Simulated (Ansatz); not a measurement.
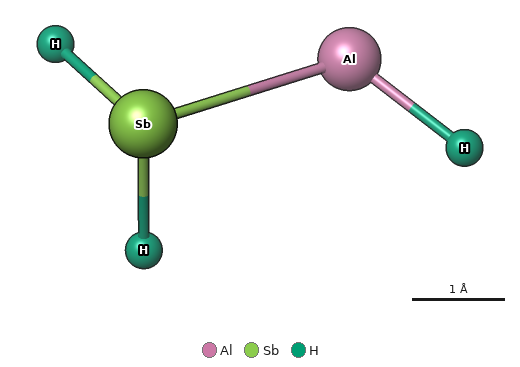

**Figure 1.** The input geometry (ball-and-stick view, seen on its broad side). Sticks mark near contacts. Bond lengths as drawn: Al–H 1.61 Å, Al–Sb 2.68 Å and H–Sb 1.71 to 1.72 Å.

# AlSbH3: nudged elastic band

The run: nudged elastic band of AlSbH3, multiplicity 2, SMILES [AlH][SbH2]. Method and program: UKS PBE0/def2-SVP (Ansatz 0.2.0).

One setting was made poor on purpose. It belongs to a series of runs on one base structure; here: band between the two ends.

**The program's output**
```
Engine: ansatz 0.2.0, x86_64-unknown-linux-gnu
Functional definition: PBE0
  parameter a = 0.25
  parameter kappa = 0.804
  parameter beta = 0.06672455060314922
  exchange = (1 - a)*pbe_x(kappa = kappa, mu = beta*pi^2/3) + a*exact_x
  correlation = pbe_c(beta = beta)
702 factors; integrals over basis functions are off by at most 3.2e-4 eV
mean field evaluation 1: about -13176.2819 eV, gradient 6.6e0 eV
mean field evaluation 2: about -13176.6236 eV, gradient 3.6e0 eV
mean field evaluation 4: about -13176.7559 eV, gradient 2.6e-1 eV
mean field evaluation 8: about -13176.7561 eV, gradient 9.0e-3 eV
mean field evaluation 16: about -13176.7561 eV, gradient 5.9e-5 eV
mean field -13176.75610833 eV, -484.2368554552 hartree, gradient 5.9e-5 eV, S^2 0.753169; 0 other end points of the search recorded, 0 dependent functions left out
the calculation of the forces begins
reference -13176.75613555 eV, -484.2368564553 hartree; 20, 19 occupied and 39, 40 virtual orbitals, 702 factors
702 factors; integrals over basis functions are off by at most 3.8e-4 eV
mean field evaluation 32: about -13176.7561 eV, gradient 6.0e-5 eV
mean field -13176.75612362 eV, -484.2368560169 hartree, gradient 6.0e-5 eV, S^2 0.753145; 0 other end points of the search recorded, 0 dependent functions left out
[... from here on the field's lines of each further geometry are left out, up to the last ...]
NEB iter   1: max|band force component| = 1.255e0 eV/Å  barrier→ = 1.2373 eV  barrier← = 1.2373 eV  Δτ_max = 0.0200 Å  (301 SCF iters)
NEB iter   2: max|band force component| = 1.026e0 eV/Å  barrier→ = 1.1765 eV  barrier← = 1.1765 eV  Δτ_max = 0.0200 Å  (248 SCF iters)
NEB iter   3: max|band force component| = 8.967e-1 eV/Å  barrier→ = 1.1234 eV  barrier← = 1.1235 eV  Δτ_max = 0.0172 Å  (250 SCF iters)
NEB iter   4: max|band force component| = 8.036e-1 eV/Å  barrier→ = 1.0829 eV  barrier← = 1.0829 eV  Δτ_max = 0.0200 Å  (250 SCF iters)
NEB iter   5: max|band force component| = 6.965e-1 eV/Å  barrier→ = 1.0412 eV  barrier← = 1.0413 eV  Δτ_max = 0.0127 Å  (255 SCF iters)
NEB iter   6: max|band force component| = 6.254e-1 eV/Å  barrier→ = 1.0162 eV  barrier← = 1.0162 eV  Δτ_max = 0.0200 Å  (248 SCF iters)
NEB iter   7: max|band force component| = 5.161e-1 eV/Å  barrier→ = 0.9802 eV  barrier← = 0.9802 eV  Δτ_max = 0.0093 Å  (260 SCF iters)
NEB iter   8: max|band force component| = 4.761e-1 eV/Å  barrier→ = 0.9634 eV  barrier← = 0.9635 eV  CI = image 5  Δτ_max = 0.0178 Å  (241 SCF iters)
NEB iter   9: max|band force component| = 4.515e-1 eV/Å  barrier→ = 0.9338 eV  barrier← = 0.9338 eV  CI = image 5  Δτ_max = 0.0200 Å  (254 SCF iters)
NEB iter  10: max|band force component| = 4.201e-1 eV/Å  barrier→ = 0.9052 eV  barrier← = 0.9052 eV  CI = image 5  Δτ_max = 0.0072 Å  (253 SCF iters)
NEB iter  11: max|band force component| = 4.033e-1 eV/Å  barrier→ = 0.8963 eV  barrier← = 0.8963 eV  CI = image 5  Δτ_max = 0.0142 Å  (223 SCF iters)
NEB iter  12: max|band force component| = 3.742e-1 eV/Å  barrier→ = 0.8801 eV  barrier← = 0.8801 eV  CI = image 5  Δτ_max = 0.0200 Å  (240 SCF iters)
NEB iter  13: max|band force component| = 3.327e-1 eV/Å  barrier→ = 0.8602 eV  barrier← = 0.8602 eV  CI = image 5  Δτ_max = 0.0056 Å  (245 SCF iters)
NEB iter  14: max|band force component| = 3.197e-1 eV/Å  barrier→ = 0.8554 eV  barrier← = 0.8554 eV  CI = image 5  Δτ_max = 0.0109 Å  (216 SCF iters)
NEB iter  15: max|band force component| = 2.943e-1 eV/Å  barrier→ = 0.8466 eV  barrier← = 0.8466 eV  CI = image 5  Δτ_max = 0.0158 Å  (233 SCF iters)
NEB iter  16: max|band force component| = 2.603e-1 eV/Å  barrier→ = 0.8354 eV  barrier← = 0.8354 eV  CI = image 5  Δτ_max = 0.0200 Å  (238 SCF iters)
NEB iter  17: max|band force component| = 2.187e-1 eV/Å  barrier→ = 0.8238 eV  barrier← = 0.8239 eV  CI = image 5  Δτ_max = 0.0036 Å  (235 SCF iters)
NEB iter  18: max|band force component| = 2.103e-1 eV/Å  barrier→ = 0.8222 eV  barrier← = 0.8222 eV  CI = image 5  Δτ_max = 0.0070 Å  (200 SCF iters)
NEB iter  19: max|band force component| = 1.939e-1 eV/Å  barrier→ = 0.8191 eV  barrier← = 0.8191 eV  CI = image 5  Δτ_max = 0.0102 Å  (223 SCF iters)
NEB iter  20: max|band force component| = 1.704e-1 eV/Å  barrier→ = 0.8152 eV  barrier← = 0.8152 eV  CI = image 5  Δτ_max = 0.0130 Å  (234 SCF iters)
NEB iter  21: max|band force component| = 1.409e-1 eV/Å  barrier→ = 0.8111 eV  barrier← = 0.8111 eV  CI = image 5  Δτ_max = 0.0154 Å  (236 SCF iters)
NEB iter  22: max|band force component| = 1.112e-1 eV/Å  barrier→ = 0.8074 eV  barrier← = 0.8074 eV  CI = image 5  Δτ_max = 0.0171 Å  (236 SCF iters)
NEB iter  23: max|band force component| = 7.799e-2 eV/Å  barrier→ = 0.8046 eV  barrier← = 0.8046 eV  CI = image 5  Δτ_max = 0.0200 Å  (239 SCF iters)
NEB iter  24: max|band force component| = 6.219e-2 eV/Å  barrier→ = 0.8031 eV  barrier← = 0.8031 eV  CI = image 5  Δτ_max = 0.0013 Å  (240 SCF iters)
NEB iter  25: max|band force component| = 6.062e-2 eV/Å  barrier→ = 0.8029 eV  barrier← = 0.8030 eV  CI = image 5  Δτ_max = 0.0025 Å  (195 SCF iters)
NEB iter  26: max|band force component| = 5.731e-2 eV/Å  barrier→ = 0.8027 eV  barrier← = 0.8027 eV  CI = image 5  Δτ_max = 0.0037 Å  (193 SCF iters)
NEB iter  27: max|band force component| = 5.203e-2 eV/Å  barrier→ = 0.8024 eV  barrier← = 0.8024 eV  CI = image 5  Δτ_max = 0.0048 Å  (196 SCF iters)
NEB iter  28: max|band force component| = 4.550e-2 eV/Å  barrier→ = 0.8020 eV  barrier← = 0.8020 eV  CI = image 5  Δτ_max = 0.0200 Å  (210 SCF iters)
NEB iter  29: max|band force component| = 9.213e-2 eV/Å  barrier→ = 0.8000 eV  barrier← = 0.8000 eV  CI = image 5  Δτ_max = 0.0200 Å  (26 SCF iters)
NEB iter  30: max|band force component| = 9.472e-2 eV/Å  barrier→ = 0.7983 eV  barrier← = 0.7983 eV  CI = image 5  Δτ_max = 0.0200 Å  (248 SCF iters)
NEB iter  31: max|band force component| = 9.253e-2 eV/Å  barrier→ = 0.7970 eV  barrier← = 0.7970 eV  CI = image 5  Δτ_max = 0.0200 Å  (240 SCF iters)
NEB iter  32: max|band force component| = 8.370e-2 eV/Å  barrier→ = 0.7961 eV  barrier← = 0.7961 eV  CI = image 5  Δτ_max = 0.0200 Å  (243 SCF iters)
NEB iter  33: max|band force component| = 7.658e-2 eV/Å  barrier→ = 0.7956 eV  barrier← = 0.7956 eV  CI = image 5  Δτ_max = 0.0200 Å  (243 SCF iters)
NEB iter  34: max|band force component| = 6.228e-2 eV/Å  barrier→ = 0.7955 eV  barrier← = 0.7955 eV  CI = image 5  Δτ_max = 0.0200 Å  (240 SCF iters)
the calculation of the forces begins
reference -13176.73124443 eV, -484.2359417236 hartree; 20, 19 occupied and 39, 40 virtual orbitals, 702 factors
702 factors; integrals over basis functions are off by at most 2.4e-4 eV
mean field -13175.96059077 eV, -484.2076207239 hartree, gradient 1.5e-5 eV, S^2 0.759612; 1 other end points of the search recorded, 0 dependent functions left out
the calculation of the forces begins
reference -13175.96061748 eV, -484.2076217055 hartree; 20, 19 occupied and 39, 40 virtual orbitals, 702 factors
NEB iter  35: max|band force component| = 2.831e-2 eV/Å  barrier→ = 0.7955 eV  barrier← = 0.7955 eV  CI = image 5  Δτ_max = 0.0000 Å  (521 SCF iters)
```

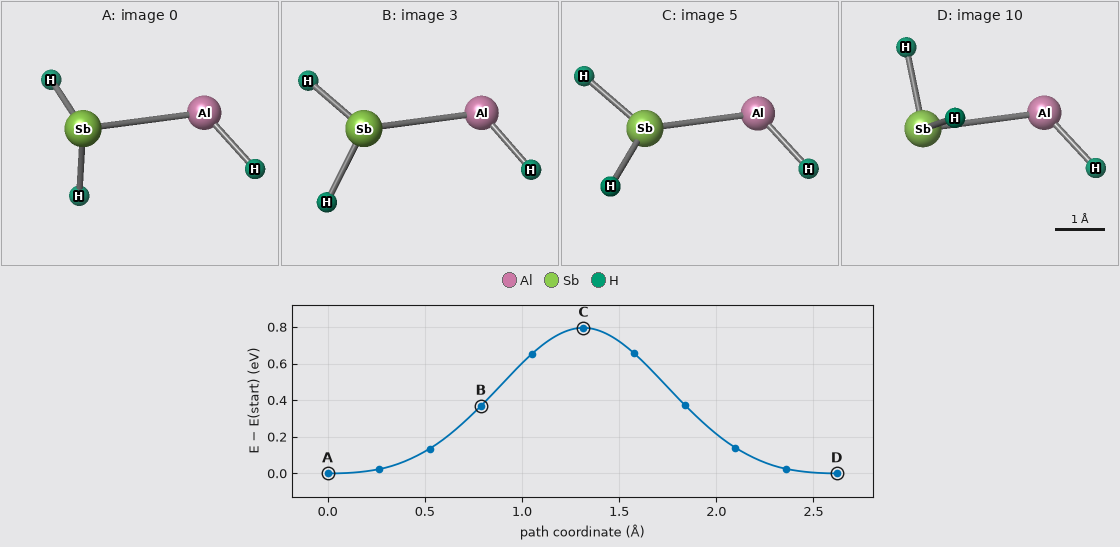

**Figure 2.** Images of the last band (counted from 0; ball-and-stick, seen at a tilt) above the energy along the path; the line is a cubic interpolation that uses the forces. The highest image is number 5, 0.796 eV above the start and 0.796 eV above the end (the climbing image); start and end have the same energy. The path is 2.62 Å long. The band converged in 35 iterations.

```
Total energy: -13175.96061748 eV, -484.2076217055 hartree
Atom 0 at     1.152575    -0.722432     1.168064 Å, force     0.000100    -0.001976     0.001483 eV/Å
Atom 1 at    -0.206989     0.539525    -0.508761 Å, force     0.009719    -0.002398     0.007090 eV/Å
Atom 2 at     0.468226    -2.043407     1.751287 Å, force    -0.001991    -0.001525     0.000033 eV/Å
Atom 3 at    -1.736028     0.274564    -1.165417 Å, force     0.005568     0.007181    -0.002134 eV/Å
Atom 4 at     0.322214     1.951750    -1.245174 Å, force    -0.013396    -0.001283    -0.006472 eV/Å
Dipole moment:     0.088368     0.028870     0.028103 e Å
this run last wrote the band of iteration 35 to [file]; this run last wrote the band within `neb.f_tol` of iteration 28 to [file]
```

**The last band as extended XYZ (Å, eV, eV/Å)**
```
5
Properties=species:S:1:pos:R:3:forces:R:3 image=0 energy=-13176.75611
Al    1.1408   -0.9197    0.4402   -0.0002  -0.0037   0.0049
Sb   -0.5420    1.1588    0.2595   -0.0079  -0.0061  -0.0010
H     0.5387   -2.2357    1.1552    0.0037   0.0009  -0.0023
H    -1.4699    0.1685   -0.7999    0.0018   0.0081   0.0036
H     0.3323    1.8281   -1.0551    0.0027   0.0008  -0.0053
5
Properties=species:S:1:pos:R:3:forces:R:3 image=1 energy=-13176.73327
Al    1.1744   -0.9442    0.5460   -0.0669   0.0300  -0.0713
Sb   -0.5486    1.0897    0.1601   -0.0473   0.0911   0.0874
H     0.5965   -2.2325    1.3314   -0.0075   0.0288  -0.0274
H    -1.5718    0.2562   -0.9396    0.1062  -0.0697   0.0139
H     0.3495    1.8308   -1.0980    0.0155  -0.0802  -0.0025
5
Properties=species:S:1:pos:R:3:forces:R:3 image=2 energy=-13176.62011
Al    1.2366   -0.9383    0.7137   -0.0870   0.0035  -0.2094
Sb   -0.4964    0.9758    0.0270   -0.2277   0.3297   0.3141
H     0.5773   -2.2076    1.4628    0.0090   0.0329  -0.0247
H    -1.6503    0.2900   -1.0396    0.2430  -0.1464  -0.0378
H     0.3328    1.8801   -1.1639    0.0627  -0.2197  -0.0422
5
Properties=species:S:1:pos:R:3:forces:R:3 image=3 energy=-13176.38692
Al    1.2538   -0.8937    0.8761    0.0252  -0.1002  -0.2930
Sb   -0.4127    0.8337   -0.1366   -0.3955   0.5376   0.6140
H     0.5428   -2.1593    1.5699   -0.0018   0.0249   0.0103
H    -1.7084    0.2928   -1.1021    0.2774  -0.1965  -0.1848
H     0.3244    1.9265   -1.2073    0.0947  -0.2657  -0.1465
5
Properties=species:S:1:pos:R:3:forces:R:3 image=4 energy=-13176.10182
Al    1.2197   -0.8162    1.0276    0.1067  -0.1433  -0.2368
Sb   -0.3117    0.6846   -0.3195   -0.3267   0.4472   0.6044
H     0.5046   -2.0999    1.6645   -0.0207   0.0223   0.0374
H    -1.7333    0.2821   -1.1391    0.1594  -0.1673  -0.2366
H     0.3207    1.9494   -1.2334    0.0812  -0.1589  -0.1684
5
Properties=species:S:1:pos:R:3:forces:R:3 image=5 energy=-13175.96059
Al    1.1526   -0.7224    1.1681    0.0001  -0.0020   0.0015
Sb   -0.2070    0.5395   -0.5088    0.0097  -0.0024   0.0071
H     0.4682   -2.0434    1.7513   -0.0020  -0.0015   0.0000
H    -1.7360    0.2746   -1.1654    0.0056   0.0072  -0.0021
H     0.3222    1.9518   -1.2452   -0.0134  -0.0013  -0.0065
5
Properties=species:S:1:pos:R:3:forces:R:3 image=6 energy=-13176.09979
Al    1.0716   -0.6211    1.2946   -0.1344   0.1735   0.1975
Sb   -0.0991    0.4053   -0.7018    0.3436  -0.4327  -0.6001
H     0.4155   -1.9820    1.8259    0.0185  -0.0293  -0.0332
H    -1.7150    0.2573   -1.1726   -0.1104   0.1865   0.2476
H     0.3271    1.9405   -1.2461   -0.1173   0.1021   0.1882
5
Properties=species:S:1:pos:R:3:forces:R:3 image=7 energy=-13176.38224
Al    0.9695   -0.5186    1.3900   -0.2042   0.2016   0.1217
Sb    0.0093    0.2791   -0.8952    0.3470  -0.4373  -0.7191
H     0.3580   -1.9148    1.9046    0.0161   0.0009  -0.0219
H    -1.6718    0.2427   -1.1701   -0.0156   0.1874   0.3390
H     0.3351    1.9116   -1.2293   -0.1432   0.0474   0.2802
5
Properties=species:S:1:pos:R:3:forces:R:3 image=8 energy=-13176.61569
Al    0.8420   -0.4161    1.4304   -0.1856   0.1303  -0.0344
Sb    0.1151    0.1717   -1.0711    0.1862  -0.2116  -0.4364
H     0.2951   -1.8348    1.9734    0.0064   0.0370  -0.0176
H    -1.5973    0.2178   -1.1398    0.0729   0.0757   0.2699
H     0.3452    1.8615   -1.1928   -0.0799  -0.0313   0.2185
5
Properties=species:S:1:pos:R:3:forces:R:3 image=9 energy=-13176.73122
Al    0.6980   -0.3137    1.4134   -0.0780   0.0443  -0.0580
Sb    0.2118    0.0905   -1.2044    0.0586  -0.0514  -0.1194
H     0.2180   -1.7329    2.0182   -0.0084   0.0307  -0.0252
H    -1.4999    0.1600   -1.0759    0.0490   0.0019   0.1231
H     0.3720    1.7962   -1.1513   -0.0211  -0.0255   0.0795
5
Properties=species:S:1:pos:R:3:forces:R:3 image=10 energy=-13176.75612
Al    0.7177   -0.3257    1.3167    0.0015   0.0122  -0.0051
Sb    0.2160    0.1081   -1.2822    0.0004  -0.0068  -0.0009
H     0.1745   -1.7249    1.9084   -0.0019  -0.0051  -0.0012
H    -1.4504    0.1352   -0.8548   -0.0025  -0.0006   0.0008
H     0.3421    1.8074   -1.0880    0.0026   0.0002   0.0065
```

This output came from the following input.

**The input**
```yaml
crystal:
  periodic: [false, false, false]
  atoms:
    - { symbol: Al, position_ang: [1.14081, -0.919702, 0.440232] }
    - { symbol: Sb, position_ang: [-0.541971, 1.158805, 0.259545] }
    - { symbol: H, position_ang: [0.538722, -2.235709, 1.155202] }
    - { symbol: H, position_ang: [-1.469855, 0.168487, -0.7999] }
    - { symbol: H, position_ang: [0.332293, 1.828119, -1.055079] }
magnetization:
  spin_polarized: true
  initial_magnetization: 1
basis:
  gaussian: { orbitals: def2-SVP }
hamiltonian:
  xc: pbe0
neb:
  order_check: false
  images: 9
  f_tol: 0.05
  max_iterations: 60
  initial_path: idpp
  max_displacement: 0.02
  optimiser: fire
  final_atoms:
    - { symbol: Al, position_ang: [1.07297328, -0.77903643, 0.77242008] }
    - { symbol: Sb, position_ang: [-0.23043524, 0.54098805, -1.16472122] }
    - { symbol: H, position_ang: [0.563767, -2.28339493, 1.05639583] }
    - { symbol: H, position_ang: [-1.61872494, 0.45749943, -0.1518486] }
    - { symbol: H, position_ang: [0.21241891, 2.06394387, -0.51224609] }
```

Launched with:
```bash
ansatz run input.yaml --threads 1 --pin off --max-ram 2048MiB --backend cpu --events-out ev --progress --plain --runs-dir out
```

**Key numbers**

```csv
quantity,value
outcome,converged
"barrier, forward",0.795 eV
"barrier, backward",0.795 eV
hardware,"1 thread of Intel Xeon (Granite Rapids), 192 GiB of memory available, shared host"
wall time,8.5 min
peak memory,0.22 GiB
```

**Remarks**

A deliberately poor setting: step length. The order of the saddle point was not checked.
